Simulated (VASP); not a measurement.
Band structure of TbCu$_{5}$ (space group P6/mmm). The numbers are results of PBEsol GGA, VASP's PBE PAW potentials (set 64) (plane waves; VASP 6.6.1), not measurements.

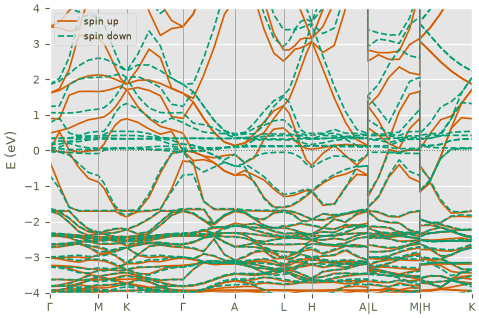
Figure. Bands along high-symmetry lines, zero at the valence-band maximum or, without a gap, the Fermi level

### Question
Read the plot: is there a gap, and where are the band edges?

### Answer
It has no gap at this level: it comes out as a metal or semimetal.

The structure comes from a measured TbCu5 entry of the Crystallography Open Database, whose conditions weren't checked. The cell was not relaxed at this level. The k-mesh is coarse (spacing up to 0.31 per Å, 2π included), so the numbers may not be converged in it.
